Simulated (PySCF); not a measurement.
**Geometry relaxation, with input and output: CH8NSi2**

The run: geometry relaxation of CH8NSi2, multiplicity 2. Method and program: PBE0-D3(BJ)/def2-SVP geometry optimisation, gas phase (PySCF 2.14.0).

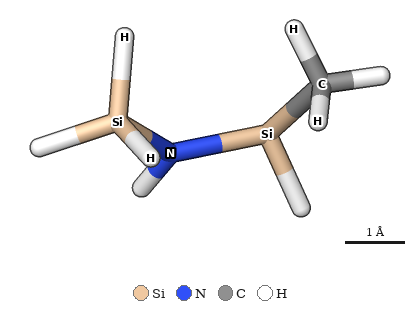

The starting structure (stick view, seen at a tilt).

Input file:
```
{"job": {"xc": "PBE0", "basis": "def2-SVP", "d3": "d3bj", "grid": 2, "kind": "geom", "shake": 0.01}, "charge": 0, "multiplicity": 2}
Si     1.152959    -1.022711     0.161607
N     -0.603922    -1.050245     0.328611
Si    -1.830782     0.090049    -0.156943
C      1.689540     0.749919    -0.361927
H      1.694347    -1.421876     1.438208
H     -0.946214    -1.882073     0.761178
H     -1.603586     0.435693    -1.557569
H     -3.079042    -0.566521     0.067207
H     -1.713534     1.315543     0.685145
H      1.252790     1.013869    -1.321033
H      2.728701     0.832436    -0.396324
H      1.297233     1.478332     0.368840
```

The first line tells a small driver script what to run in PySCF; the rest is the geometry in Å.

Launched with:
```bash
OMP_NUM_THREADS=1 python <driver script> task.json out
```

Log:
```
step   0  E = -676.03640075  max force = 0.047599
step   1  E = -676.04463414  max force = 0.003084
step   2  E = -676.04481300  max force = 0.001375
step   3  E = -676.04483456  max force = 0.000966
step   4  E = -676.04485472  max force = 0.000685
step   5  E = -676.04487353  max force = 0.000655
step   6  E = -676.04488444  max force = 0.000433
optimisation converged
```

Trajectory as extended XYZ (Å, eV, eV/Å), 7 frames, from step=0 to step=6:
```
12
Properties=species:S:1:pos:R:3:forces:R:3 step=0 energy=-18395.88746
Si    1.1530   -1.0227    0.1616   -0.8221   0.8551  -1.2044
N    -0.6039   -1.0502    0.3286    0.7990   0.5341  -0.3757
Si   -1.8308    0.0901   -0.1569    1.5794   0.1190   0.5209
C     1.6895    0.7499   -0.3619   -2.4477  -0.7675   0.8859
H     1.6944   -1.4219    1.4382    0.5966  -0.2797   1.0284
H    -0.9462   -1.8821    0.7612   -0.3367  -0.7246   0.3987
H    -1.6036    0.4357   -1.5576   -0.1398   0.3132  -0.6548
H    -3.0790   -0.5665    0.0672   -1.2773  -0.4580   0.0960
H    -1.7135    1.3155    0.6852   -0.1954   0.2172  -0.0688
H     1.2528    1.0139   -1.3210   -0.0603   0.0329  -0.5222
H     2.7287    0.8324   -0.3963    2.2333   0.1828  -0.1713
H     1.2972    1.4783    0.3688    0.0711  -0.0246   0.0673
12
Properties=species:S:1:pos:R:3:forces:R:3 step=1 energy=-18396.11151
Si    1.1303   -1.0116    0.1487    0.0950   0.1134  -0.0383
N    -0.6073   -1.0681    0.3020   -0.0679  -0.0328   0.0925
Si   -1.8067    0.0839   -0.2244    0.0053   0.1173  -0.0635
C     1.6159    0.7617   -0.2578   -0.0529  -0.0082  -0.1586
H     1.7686   -1.4354    1.4413   -0.0051  -0.0659   0.0629
H    -0.9793   -1.9052    0.7459   -0.0151   0.0546  -0.0663
H    -1.6506    0.4666   -1.6652    0.0695  -0.0564   0.0403
H    -3.1415   -0.5463   -0.0503   -0.1143  -0.0713   0.0353
H    -1.7829    1.3647    0.5556    0.0429  -0.0574   0.0094
H     1.2104    1.0657   -1.2368    0.0201   0.0162   0.0214
H     2.7091    0.8636   -0.3066    0.0557  -0.0229  -0.0047
H     1.2413    1.4664    0.5007   -0.0331   0.0133   0.0697
12
Properties=species:S:1:pos:R:3:forces:R:3 step=2 energy=-18396.11637
Si    1.1262   -1.0039    0.1523    0.0290   0.0000  -0.0248
N    -0.6135   -1.0703    0.3117    0.0273   0.0053   0.0707
Si   -1.8049    0.0840   -0.2217   -0.0385   0.0195  -0.0389
C     1.6098    0.7681   -0.2653   -0.0352   0.0132  -0.0287
H     1.7651   -1.4428    1.4438   -0.0125  -0.0036   0.0073
H    -0.9895   -1.9097    0.7443    0.0041  -0.0004  -0.0258
H    -1.6128    0.4548   -1.6585    0.0106  -0.0062   0.0002
H    -3.1502   -0.5432   -0.0579   -0.0056  -0.0023   0.0079
H    -1.7683    1.3578    0.5642    0.0020  -0.0041   0.0066
H     1.2008    1.0760   -1.2408    0.0033  -0.0014   0.0126
H     2.7046    0.8645   -0.3193    0.0090  -0.0157   0.0058
H     1.2399    1.4708    0.5004    0.0065  -0.0044   0.0071
12
Properties=species:S:1:pos:R:3:forces:R:3 step=3 energy=-18396.11696
Si    1.1264   -1.0017    0.1506   -0.0031  -0.0104  -0.0165
N    -0.6132   -1.0647    0.3160    0.0116   0.0206   0.0497
Si   -1.8096    0.0839   -0.2222   -0.0055  -0.0104  -0.0223
C     1.6121    0.7693   -0.2660   -0.0066   0.0110   0.0025
H     1.7638   -1.4452    1.4417   -0.0054   0.0033  -0.0017
H    -0.9882   -1.9063    0.7441   -0.0013  -0.0169  -0.0108
H    -1.6125    0.4482   -1.6599   -0.0036   0.0038  -0.0032
H    -3.1536   -0.5475   -0.0561    0.0106   0.0058   0.0008
H    -1.7757    1.3589    0.5615   -0.0030   0.0017   0.0011
H     1.2010    1.0822   -1.2385   -0.0012  -0.0008   0.0014
H     2.7077    0.8585   -0.3229   -0.0008  -0.0030   0.0006
H     1.2491    1.4703    0.5048    0.0081  -0.0047  -0.0015
12
Properties=species:S:1:pos:R:3:forces:R:3 step=4 energy=-18396.11751
Si    1.1239   -0.9998    0.1477   -0.0149  -0.0211  -0.0032
N    -0.6142   -1.0597    0.3279   -0.0080   0.0352   0.0196
Si   -1.8109    0.0837   -0.2245    0.0143  -0.0341   0.0020
C     1.6113    0.7714   -0.2652    0.0177  -0.0013   0.0269
H     1.7662   -1.4499    1.4343    0.0039   0.0058  -0.0071
H    -0.9889   -1.9049    0.7493   -0.0018  -0.0126  -0.0044
H    -1.6066    0.4363   -1.6641   -0.0118   0.0076  -0.0035
H    -3.1545   -0.5480   -0.0563    0.0108   0.0076  -0.0064
H    -1.7801    1.3633    0.5516   -0.0022   0.0043  -0.0048
H     1.1914    1.0933   -1.2306   -0.0037   0.0018  -0.0073
H     2.7071    0.8521   -0.3327   -0.0082   0.0069  -0.0060
H     1.2625    1.4682    0.5157    0.0039  -0.0001  -0.0058
12
Properties=species:S:1:pos:R:3:forces:R:3 step=5 energy=-18396.11802
Si    1.1202   -0.9977    0.1436   -0.0179  -0.0076   0.0016
N    -0.6161   -1.0491    0.3436   -0.0160   0.0281  -0.0031
Si   -1.8160    0.0819   -0.2285    0.0265  -0.0298   0.0156
C     1.6151    0.7736   -0.2612    0.0288  -0.0161   0.0337
H     1.7724   -1.4588    1.4210    0.0050   0.0024  -0.0071
H    -0.9898   -1.8983    0.7578   -0.0026  -0.0082   0.0031
H    -1.6103    0.4171   -1.6722   -0.0123   0.0060  -0.0038
H    -3.1575   -0.5518   -0.0541    0.0050   0.0024  -0.0082
H    -1.7916    1.3711    0.5316    0.0014   0.0050  -0.0065
H     1.1821    1.1101   -1.2155   -0.0060   0.0029  -0.0095
H     2.7105    0.8428   -0.3467   -0.0085   0.0118  -0.0097
H     1.2885    1.4649    0.5339   -0.0034   0.0032  -0.0060
12
Properties=species:S:1:pos:R:3:forces:R:3 step=6 energy=-18396.11832
Si    1.1163   -0.9971    0.1396   -0.0039   0.0016   0.0045
N    -0.6181   -1.0411    0.3572   -0.0109   0.0100  -0.0110
Si   -1.8175    0.0807   -0.2328    0.0107  -0.0106   0.0132
C     1.6165    0.7750   -0.2554    0.0223  -0.0135   0.0197
H     1.7797   -1.4695    1.4068    0.0014  -0.0033  -0.0030
H    -0.9917   -1.8922    0.7680   -0.0011   0.0002   0.0041
H    -1.6135    0.3977   -1.6811   -0.0064   0.0010  -0.0020
H    -3.1585   -0.5512   -0.0516   -0.0007  -0.0008  -0.0046
H    -1.7941    1.3803    0.5092    0.0039   0.0019  -0.0048
H     1.1698    1.1242   -1.1990   -0.0047   0.0020  -0.0052
H     2.7105    0.8388   -0.3594   -0.0050   0.0088  -0.0075
H     1.3078    1.4603    0.5518   -0.0057   0.0027  -0.0035
```

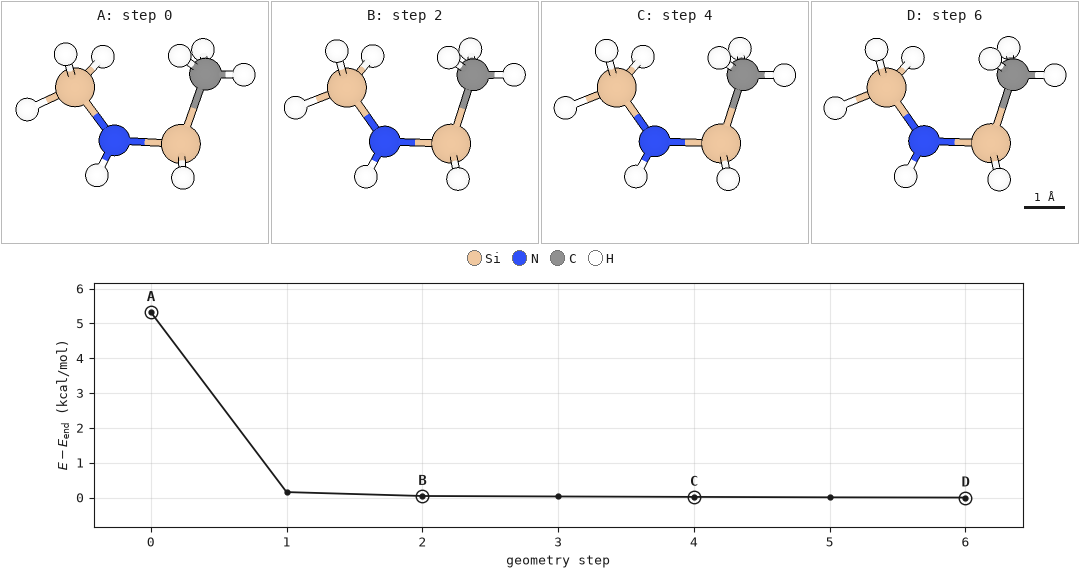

Frames of the relaxation (ball-and-stick view, seen at a tilt) above the curves, on which the letters mark them (steps are counted from 0).

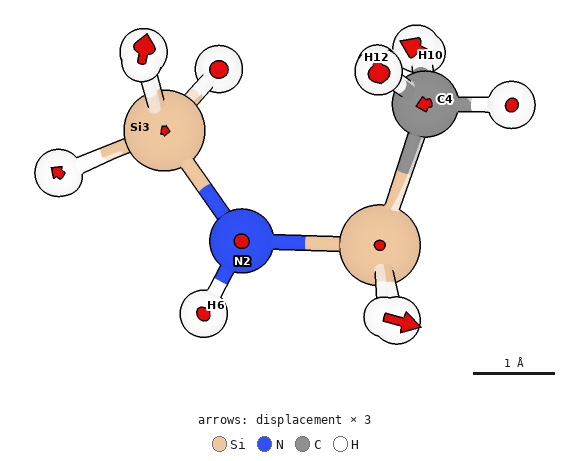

Start (faint) and end (solid) with the displacements as red arrows, magnified 3 times (ball-and-stick view, seen at a tilt). The two geometries are laid on each other by the best rigid fit. H5 moves most after the best rigid fit: 0.16 Å. Largest moves by element: H 0.16 Å, C 0.07 Å, N 0.07 Å, Si 0.04 Å. Among the contacts that change: Si3–H8 1.428 → 1.493 Å, Si1–H5 1.443 → 1.506 Å, C4–H11 1.043 → 1.101 Å, Si1–C4 1.925 → 1.883 Å. Among the angles that change: H7–Si3–H8 113.3° → 109.2°, N2–Si3–H7 108.2° → 111.7°, N2–Si3–H9 109.0° → 112.3°. The energy falls by 5.32 kcal/mol in 6 geometry steps. The largest force component goes from 2.4 to 0.022 eV/Å. (Atoms are counted from 1 in the order of the input.)

Summary:

```csv
quantity,value
outcome,converged
total energy,−676.044884 hartree
⟨S²⟩,0.752
dipole moment,0.32 D
point group,C1
hardware,"1 CPU thread, shared host"
wall time,44 s
peak memory,0.55 GiB
```
